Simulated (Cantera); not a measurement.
A closed system holds: 1 mol SiH₄, a varied amount of O₃, at 723.15 K and 1.00 bar.

Method: chemical equilibrium by Gibbs-energy minimisation in Cantera with the NASA 1993 tables (ideal gas, pure condensed phases). Candidate condensed phases: H₂O, Si, SiO₂; 18 gas species. Kinetics and transport are ignored.

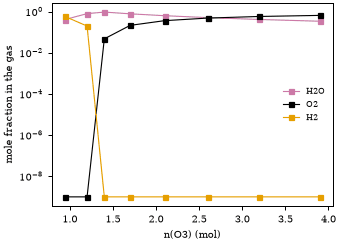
*Equilibrium gas composition (values under 1e-9 drawn at 1e-9)*

From 0.94 mol O₃ to 3.9 mol O₃ the condensed part is SiO₂(α-quartz).
